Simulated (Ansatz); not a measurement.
# Profile along the Si–Si line in MoSi2 (MoSi2 type, space group I4/mmm)

MoSi2 (MoSi2 type, space group I4/mmm)

```
MoSi2
1.0
   -1.59521     1.59521     3.91055
    1.59521    -1.59521     3.91055
    1.59521     1.59521    -3.91055
Mo Si
1 2
Cartesian
  0.00000   0.00000   0.00000
  0.00000   0.00000   2.62071
  0.00000   0.00000   5.20038
```

Fields along a shortest Si–Si line of a (100) plane (2.58 Å), from Si to Si, interpolated on the slice's grid (step about 0.2 Å). Method: PBEsol (plane waves to 420 eV, PAW, scalar-relativistic; Ansatz, a first-principles code). k mesh 20×20×20. Inside the PAW spheres the values are not all-electron values, and peaks at nuclei hang on which shells count as valence. MoSi2 is run without spin polarisation. MoSi2 was relaxed with its symmetry unable to fall. The PAW data are Ansatz's earlier set.

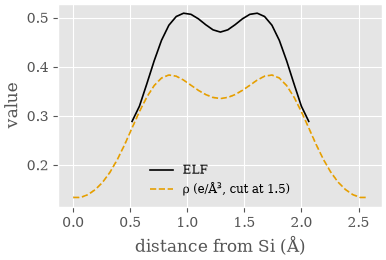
Figure: ELF (away from the nuclei) and valence density from Si to Si.

Density on the Si–Si line (2.58 Å) at its midpoint: 0.34 e/Å³. ELF at that point: 0.47. ELF maximum in the middle third of the Si–Si line: 0.51, 1.0 Å from Si.
